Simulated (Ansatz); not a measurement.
**revPBE/STO-3G run of BH3O (BH2(OH))**

What is the vertical ionisation energy of BH3O (BH2(OH)) at revPBE/STO-3G? 

The calculation is run with Ansatz 0.2.0.

45 further runs of the same task are left out: 1 that didn't finish, 44 set aside as unsound or not needed.

## Step 1: The structure to begin with

BH3O has 5 atoms, charge 0, and is taken as a singlet. As SMILES, `[H]B([H])O`. Geometry: relaxed at GFN2-xTB.

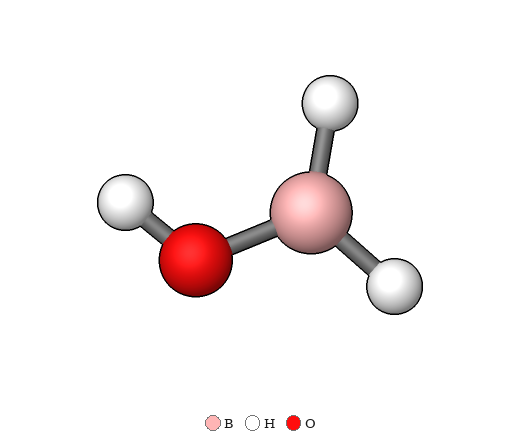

Viewed from a chosen angle; boron pink, hydrogen white, oxygen red.

## Step 2: The energy at revPBE/STO-3G

The input, run.yaml:

```yaml
crystal:
  periodic: [false, false, false]
  atoms:
    - {symbol: B, position_ang: [0.270970, 0.302480, -0.108500]}
    - {symbol: H, position_ang: [1.403550, 0.390040, -0.395610]}
    - {symbol: H, position_ang: [-0.432910, 1.251360, -0.080700]}
    - {symbol: O, position_ang: [-0.159420, -0.918700, 0.174490]}
    - {symbol: H, position_ang: [-1.082200, -1.025180, 0.410320]}
basis:
  gaussian:
    orbitals: STO-3G
magnetization:
  spin_polarized: false
  initial_magnetization: 0
hamiltonian:
  xc: {name: revPBE}
accuracy: high
```

Started as:

```
$ ansatz run run.yaml --threads 1 --pin off --max-ram 2610MiB --events-out events.jsonl --progress --plain --runs-dir runs
```

Output:

```text
Warning: RAYON_NUM_THREADS=1 ignored (pool sized by the plan → 1); use --threads N
Functional definition: revPBE
  name "revPBE"
  parameter kappa = 1.245
  parameter beta = 0.06672455060314922
  exchange = pbe_x(kappa = kappa, mu = beta*pi^2/3)
  correlation = pbe_c(beta = beta)
207 factors; integrals over basis functions are off by at most 3.1e-8 eV
mean field evaluation 1: about -2734.7994 eV, gradient 7.9e0 eV
mean field evaluation 2: about -2734.9199 eV, gradient 6.4e0 eV
mean field evaluation 4: about -2735.0400 eV, gradient 3.0e-1 eV
mean field evaluation 8: about -2734.9921 eV, gradient 6.5e-3 eV
mean field evaluation 16: about -2734.9921 eV, gradient 1.9e-8 eV
mean field -2734.99210421 eV, -100.5091059853 hartree, gradient 1.9e-8 eV, S^2 0.000000; 0 other end points of the search recorded, 0 dependent functions left out
reference -2734.99210630 eV, -100.5091060622 hartree; 8, 8 occupied and 5, 5 virtual orbitals, 207 factors
Total energy: -2734.99210630 eV, -100.5091060622 hartree
```

Wall time 0.68 s (1 thread of Arm Neoverse V1, shared host).

## Step 3: The doublet cation

The input, run.yaml:

```yaml
crystal:
  periodic: [false, false, false]
  atoms:
    - symbol: B
      position_ang: [0.270970, 0.302480, -0.108500]
    - symbol: H
      position_ang: [1.403550, 0.390040, -0.395610]
    - symbol: H
      position_ang: [-0.432910, 1.251360, -0.080700]
    - symbol: O
      position_ang: [-0.159420, -0.918700, 0.174490]
    - symbol: H
      position_ang: [-1.082200, -1.025180, 0.410320]
basis:
  gaussian: {orbitals: STO-3G}
total_charge: 1
magnetization: {spin_polarized: true, initial_magnetization: 1}
hamiltonian: {xc: {name: revPBE}}
accuracy: high
```

Started as:

```
$ ansatz run run.yaml --threads 1 --pin off --max-ram 2610MiB --events-out events.jsonl --progress --plain --runs-dir runs
```

Output:

```text
Warning: RAYON_NUM_THREADS=1 ignored (pool sized by the plan → 1); use --threads N
Functional definition: revPBE
  name "revPBE"
  parameter kappa = 1.245
  parameter beta = 0.06672455060314922
  exchange = pbe_x(kappa = kappa, mu = beta*pi^2/3)
  correlation = pbe_c(beta = beta)
207 factors; integrals over basis functions are off by at most 3.1e-8 eV
mean field evaluation 1: about -2719.8477 eV, gradient 2.7e1 eV
mean field evaluation 2: about -2671.4973 eV, gradient 9.3e1 eV
mean field evaluation 4: about -2725.2224 eV, gradient 1.9e0 eV
mean field evaluation 8: about -2725.1968 eV, gradient 8.9e-2 eV
mean field evaluation 16: about -2725.1969 eV, gradient 1.2e-6 eV
mean field -2725.19690098 eV, -100.1491389061 hartree, gradient 5.2e-8 eV, S^2 0.752207; 1 other end points of the search recorded, 0 dependent functions left out
reference -2725.19690316 eV, -100.1491389863 hartree; 8, 7 occupied and 5, 6 virtual orbitals, 207 factors
Total energy: -2725.19690316 eV, -100.1491389863 hartree
```

Wall time 1.3 s (1 thread of Arm Neoverse V1, shared host); peak memory 0.11 GiB.

## Step 4: Summary of results

Level: revPBE/STO-3G.

| quantity | value |
| --- | --- |
| singlet BH3O: total energy | -100.50911 Eh |
| doublet cation: total energy | -100.14914 Eh |
| doublet cation: ⟨S²⟩ | 0.752 |
| vertical ionisation energy (to the doublet cation) | 9.795 eV |

In words: The vertical ionisation energy comes to 9.80 eV (226 kcal/mol). In a minimal basis such a difference can be off by several eV, whatever the method.
